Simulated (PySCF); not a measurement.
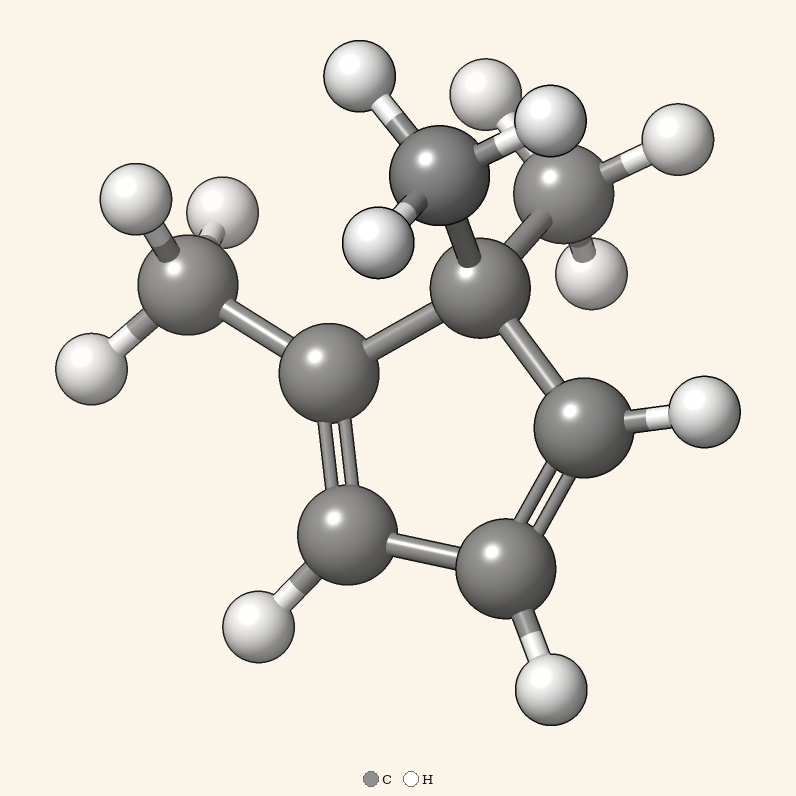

A ball-and-stick model of a molecule. Double and triple bonds are drawn as two and three sticks.

Identify the structure.

Formula C₈H₁₂. Its SMILES string is `CC1=CC=CC1(C)C`. Independent rings (smallest set): 1 of 5 members. Among its groups: alkene. This geometry has Cs symmetry. Coordination: 4 C tetrahedral; 4 C trigonal planar.

More results for the same structure follow; atom numbers are the same in all pictures, views and colours differ. Computed geometry: PBE0-D3(BJ)/def2-SVP optimisation. No frequency run is at hand to confirm it as a minimum.

### Shape

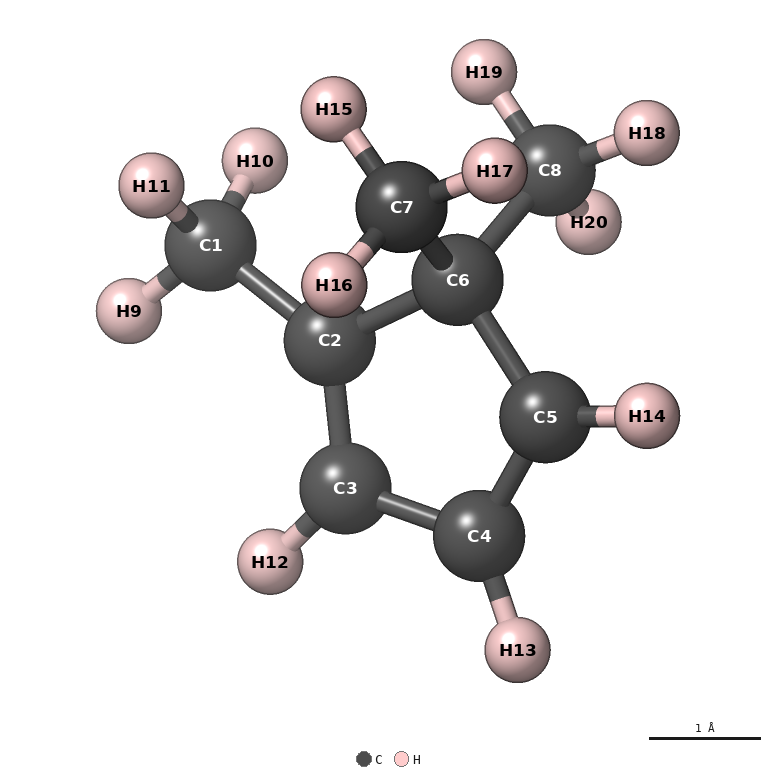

The atoms are numbered. No frequency run is at hand to confirm it as a minimum.

Give these bond angles: C1–C2–C3, C1–C2–C6, C2–C1–H9, C2–C1–H10, C2–C3–C4, C2–C6–C7, C3–C2–C6, C3–C4–C5, C3–C4–H13, C5–C4–H13, C6–C5–H14, C7–C6–C8.

| angle | degrees |
| --- | --- |
| C1–C2–C3 | 128.1 |
| C1–C2–C6 | 123.0 |
| C2–C1–H9 | 111.3 |
| C2–C1–H10 | 111.6 |
| C2–C3–C4 | 109.7 |
| C2–C6–C7 | 110.9 |
| C3–C2–C6 | 109.0 |
| C3–C4–C5 | 109.1 |
| C3–C4–H13 | 124.6 |
| C5–C4–H13 | 126.2 |
| C6–C5–H14 | 123.1 |
| C7–C6–C8 | 110.7 |

### Electronic properties

No frequency run is at hand to confirm it as a minimum. Properties computed with PBE0/def2-SVPD in benzene (IEF-PCM) (PySCF 2.14.0). Excitations: vertical, linear response.

What does the calculation give?

- dipole moment: 0.82 D
- HOMO energy (Kohn–Sham orbital): −6.01 eV
- LUMO energy (Kohn–Sham orbital): −0.44 eV
- HOMO–LUMO gap: 5.57 eV
- mean static polarisability: 107.7 bohr³
- lowest vertical singlet excitation: 4.79 eV
- its oscillator strength: 0.125

### NMR shielding

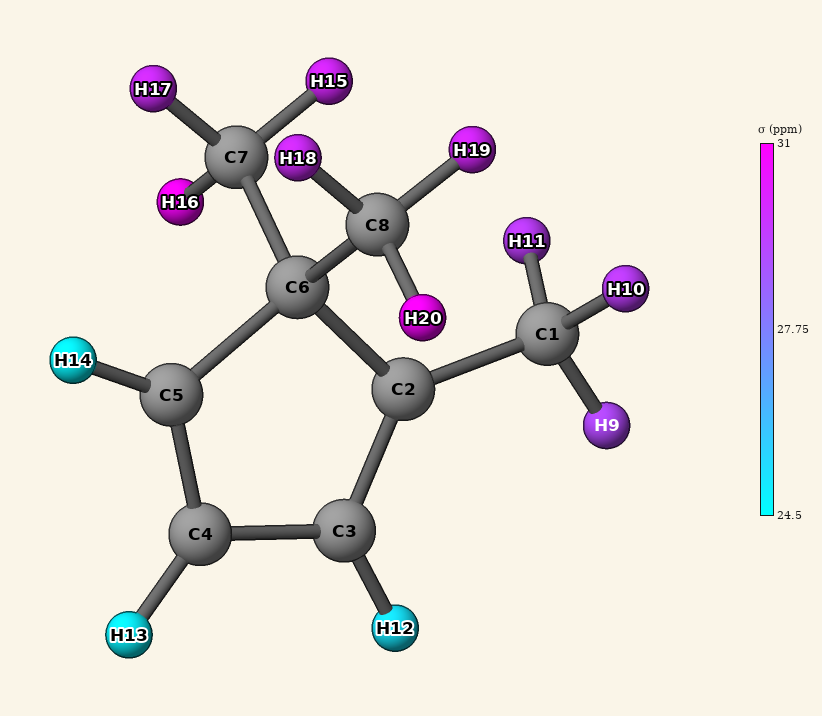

Atoms are coloured by their isotropic NMR shieldings (H only, the others grey). No frequency run is at hand to confirm it as a minimum. Properties computed with GIAO PBE0/pcSseg-1 NMR shielding, non-relativistic, IEF-PCM benzene (PySCF 2.14.0).

Give the isotropic NMR shieldings of the H atoms atom by atom.

```json
{"atom": "H9", "σ (ppm)": "29.10"}
{"atom": "H10", "σ (ppm)": "29.40"}
{"atom": "H11", "σ (ppm)": "29.40"}
{"atom": "H12", "σ (ppm)": "25.10"}
{"atom": "H13", "σ (ppm)": "24.79"}
{"atom": "H14", "σ (ppm)": "24.70"}
{"atom": "H15", "σ (ppm)": "29.99"}
{"atom": "H16", "σ (ppm)": "30.88"}
{"atom": "H17", "σ (ppm)": "29.86"}
{"atom": "H18", "σ (ppm)": "29.86"}
{"atom": "H19", "σ (ppm)": "29.99"}
{"atom": "H20", "σ (ppm)": "30.87"}
```

### Ring current

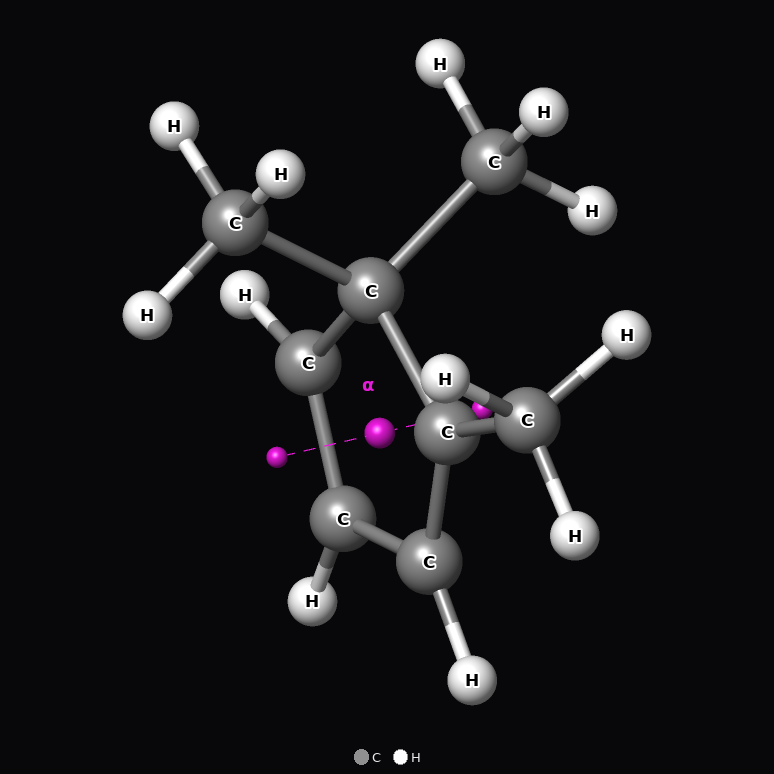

The small points mark where nucleus-independent chemical shifts (NICS) were computed: at the centre of each lettered ring and 1 Å above and below it. No frequency run is at hand to confirm it as a minimum. Method: GIAO PBE0/pcSseg-1 NMR shielding, non-relativistic, IEF-PCM benzene (PySCF 2.14.0).

Give NICS(0), NICS(1) and the out-of-plane component NICS(1)zz for each ring (means of the two sides).

```json
{"ring": "α", "members": "C5", "NICS(0)": "−2.1", "NICS(1)": "−4.9", "NICS(1)zz": "−8.4"}
```

Values in ppm.

### Charges

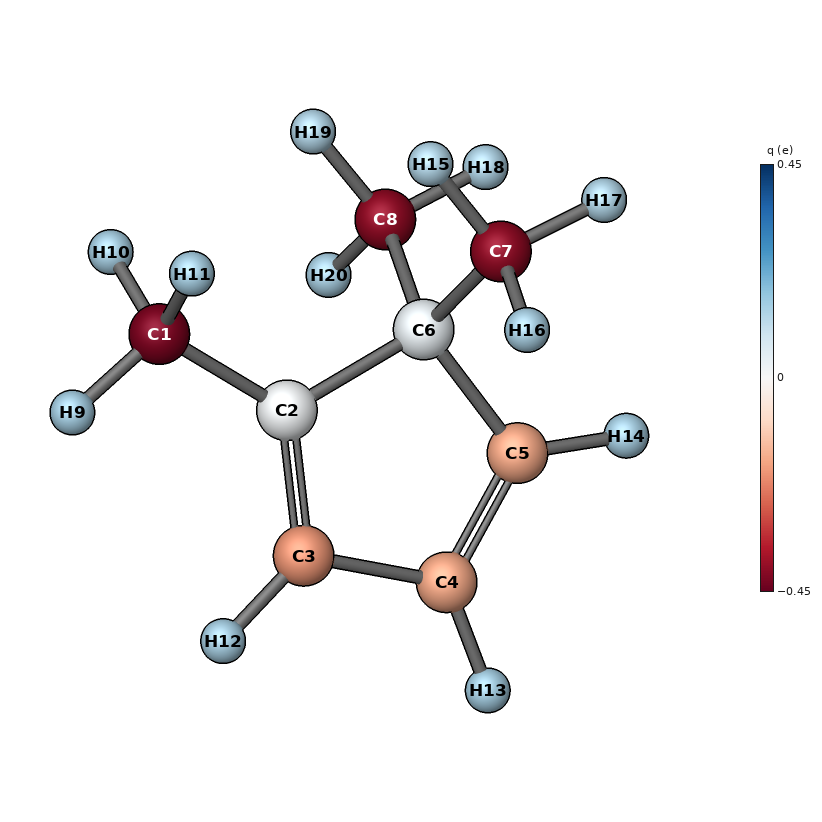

Atoms are coloured by their IAO charges. No frequency run is at hand to confirm it as a minimum. Level of theory: PBE0/pcSseg-1 in benzene (IEF-PCM) (PySCF 2.14.0).

Question: Which atom carries the highest charge (most positive or least negative)?

Answer: H9, H10, H11, H13, H14 (0.15 e).

Question: And the lowest?

Answer: C1 (−0.42 e).

List the IAO charges.

| atom | value (e) |
| --- | --- |
| C1 | −0.42 |
| C2 | 0.01 |
| C3 | −0.19 |
| C4 | −0.17 |
| C5 | −0.17 |
| C6 | 0.03 |
| C7 | −0.40 |
| C8 | −0.40 |
| H9 | 0.15 |
| H10 | 0.15 |
| H11 | 0.15 |
| H12 | 0.14 |
| H13 | 0.15 |
| H14 | 0.15 |
| H15 | 0.13 |
| H16 | 0.14 |
| H17 | 0.14 |
| H18 | 0.14 |
| H19 | 0.13 |
| H20 | 0.14 |
